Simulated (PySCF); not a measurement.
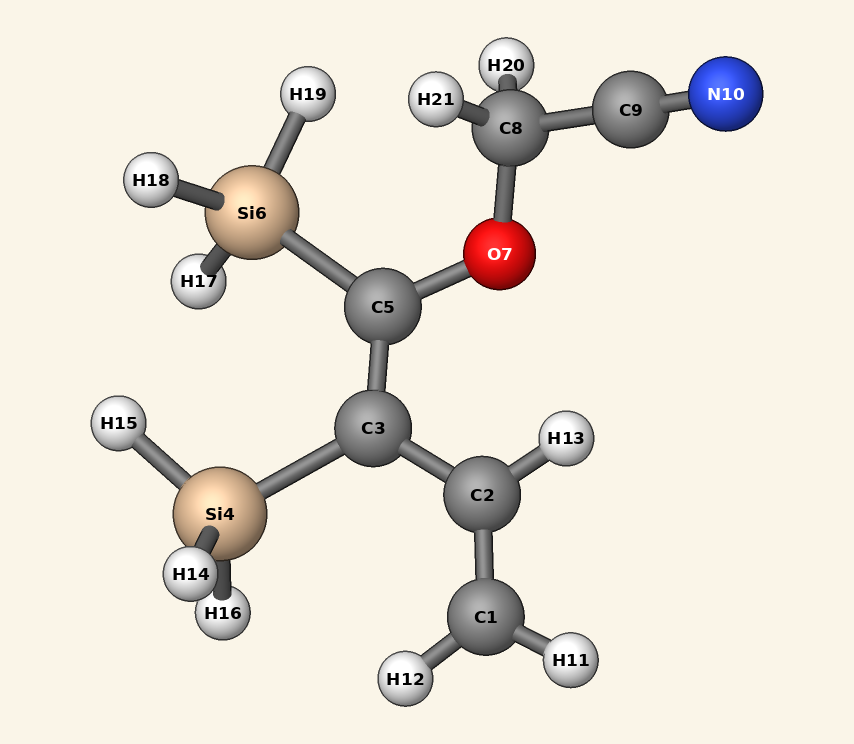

The computed structure is the end point of a PBE0-D3(BJ)/def2-SVP optimisation. No frequency run is at hand to confirm it as a minimum. Method: GIAO PBE0/pcSseg-1 NMR shielding, non-relativistic, IEF-PCM chloroform (PySCF 2.14.0). Principal shieldings σ11 ≤ σ22 ≤ σ33, span Ω = σ33 − σ11, skew κ = 3(σiso − σ22)/Ω.

Give the shielding tensors of the N atoms.

```
atom     σ11     σ22    σ33   σiso      Ω     κ
 N10  −205.9  −183.8  280.9  −36.2  486.8  0.91
```

Shieldings and span in ppm.
